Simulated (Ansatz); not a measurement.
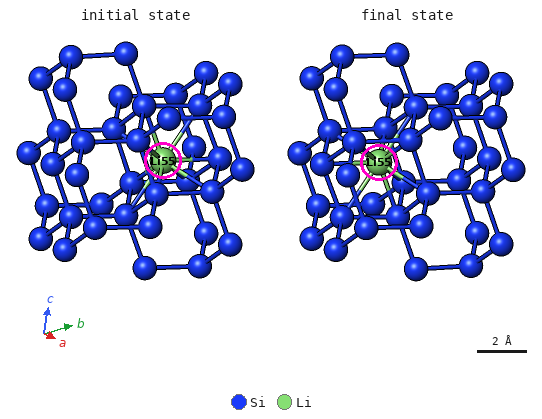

The two relaxed end points of a path for a defect cell of composition LiSi₅₄ (cell charge +1) (55 atoms in the cell). Style: ball-and-stick. Shown: the atoms within 5.4 Å of the middle of the path, slightly off an axis. The moving atom is ringed, with any periodic copies. Bonds to atoms that aren't drawn are left out.

Level of theory: DFT PBE, scalar-relativistic, plane waves, PAW (Ansatz).

Set-up: plane-wave cutoff 420 eV; k-point mesh 2 × 2 × 2; Gaussian smearing 0.02 eV; 5 movable images; climbing image.

Question: What barrier does the band find between them, and by what path?

Answer: The two ends have the same energy, and the highest point, image 3, lies 0.59 eV above the start. The Li atom travels furthest, 2.37 Å from end to end, along [1 −3 1], on a straight line. At the highest image its nearest neighbour (Si) is 2.37 Å away, against 2.44 Å at the start, and the surrounding atoms stand up to 0.10 Å off the mean of their end positions. The band converged in 3 iterations, with a climbing image at the top.

Energies of the converged images:

```tsv
image	path (Å)	E (eV)
0	0.00	0.000
1	0.42	0.138
2	0.83	0.441
3	1.25	0.595
4	1.66	0.441
5	2.08	0.138
6	2.49	0.000
```

The geometry at the top of the path:

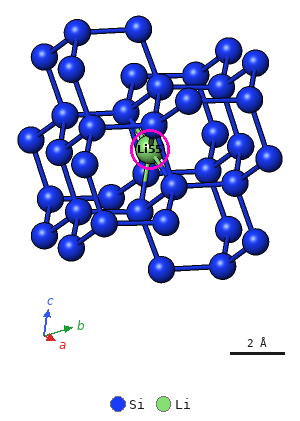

Limits of the set-up: the cell is charged, on a uniform background, and energies carry no finite-size correction.
